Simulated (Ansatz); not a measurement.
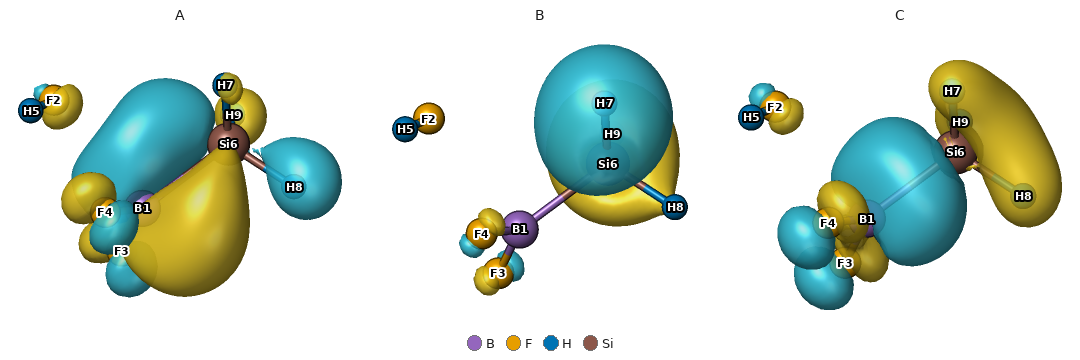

The picture shows: BF₂H₃Si···HF. Three frontier orbitals at ±0.1 Å⁻³ᐟ² (yellow and cyan are the two phases), in no order.

The product side of a reaction path; geometry: PBE0-D4/def2-TZVP.

Theory: Ansatz, RKS PBE0-D4/def2-TZVPP.

Input file:

```
crystal:
  periodic: [false, false, false]
  atoms:
    - {symbol: B, position_ang: [-0.710226, 0.089759, -0.728023]}
    - {symbol: F, position_ang: [1.690443, 1.244019, -0.898159]}
    - {symbol: F, position_ang: [-0.737080, -0.515194, -1.898802]}
    - {symbol: F, position_ang: [-1.106398, 1.358569, -0.727100]}
    - {symbol: H, position_ang: [1.281963, 2.070744, -0.943644]}
    - {symbol: Si, position_ang: [-0.189644, -0.876536, 0.980153]}
    - {symbol: H, position_ang: [0.221171, 0.098151, 2.022864]}
    - {symbol: H, position_ang: [-1.366697, -1.639625, 1.479894]}
    - {symbol: H, position_ang: [0.916569, -1.829887, 0.712917]}
basis:
  gaussian: {orbitals: def2-TZVPP}
hamiltonian: {xc: pbe0, dispersion: d4}
output: {orbitals: {seedname: orbitals}}
```

Launched as:

```sh
ansatz run in.yaml --threads 4 --pin off --events-out ev --progress --plain --max-ram 9574MiB
```

> Which picture is the HOMO−1, the HOMO and the LUMO?

B is the HOMO−1 (−9.90 eV). By Hirshfeld shares it lies mainly on Si6 (about 40 %), H7 (about 30 %) and H9 (about 20 %). C is the HOMO (−8.96 eV). It lies mainly on Si6 (about 35 %), B1 (about 30 %), F3 (about 10 %) and F4 (about 10 %). A is the LUMO (−0.80 eV). Its weight (Hirshfeld) is mainly on B1 (about 45 %), Si6 (about 25 %), F4 (about 10 %) and F3 (about 10 %).

> What is the HOMO–LUMO gap?

8.16 eV between the orbital energies.
